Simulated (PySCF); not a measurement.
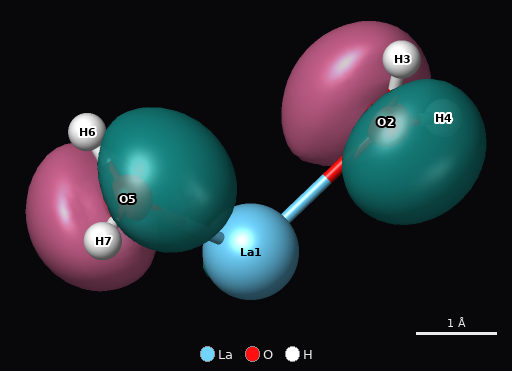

The picture shows: H₄LaO₂ (charge +3). One frontier orbital at ±0.1 Å⁻³ᐟ² (teal and pink are the two phases), seen at a tilt.

Core potentials replace the inner electrons of La.

Theory: RKS PBE0, La lcecp-1-SVP with ECP46, O def2-SVP, H def2-SVP; non-relativistic Hamiltonian with scalar-relativistic core potentials where named; density fitting (PySCF 2.14.0).

Input

```
mol = gto.M(atom='''
La    -1.13466    -0.30117    -0.01080
O      0.17283    -0.02474     1.93906
H      1.09306     0.32891     2.03060
H     -0.07557    -0.22716     2.87727
O      0.18634     0.07953    -1.93590
H      1.04118    -0.34388    -2.20229
H     -0.00225     0.68442    -2.69794''',
    basis={'La': 'lcecp-1-SVP', 'O': 'def2-SVP', 'H': 'def2-SVP'},
    ecp={'La': 'lcecp-1-SVP'},
    charge=3, spin=0)
mf = dft.RKS(mol, xc='PBE0')
mf.grids.atom_grid = (75, 302)  # f atoms: at least (60, 302), unpruned
mf = mf.density_fit()  # La AutoAux, O def2-universal-JKFIT, H def2-universal-JKFIT
mf.conv_tol = 1e-09; mf.max_cycle = 55
mf.kernel(dm0)
```

Command:

```sh
OMP_NUM_THREADS=2 python run.py
```

Which orbital is it: HOMO or LUMO?

Answer. The HOMO, at −25.78 eV. Its weight (Hirshfeld) is mainly on O2 (about 45 %) and O5 (about 40 %); largely a combination of lone pairs on O2 and O5.
